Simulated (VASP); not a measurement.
Band structure of MnO (relaxed from the wurtzite structure, space group P6_3mc). Computed with PBEsol GGA, VASP's PBE PAW potentials (set 64) (plane waves; VASP).

The moments were started parallel, and other spin orders were not tried in this run.

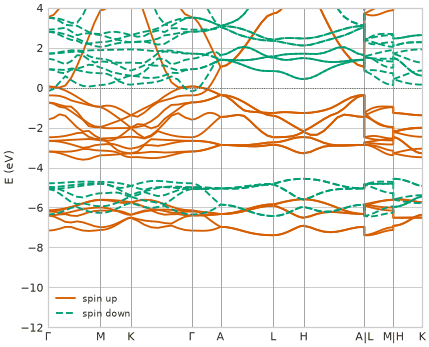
Figure. Bands along high-symmetry lines, zero at the valence-band maximum or, without a gap, the Fermi level

Question: Read the plot: is there a gap, and where are the band edges?

Answer: It has no gap at this level: it comes out as a metal or semimetal. (Edges off the drawn lines would not show.)

The structure was generated: MnO was put into the wurtzite type (P6_3mc), which need not be its known phase. It was relaxed first, which changed the volume by +6 %.
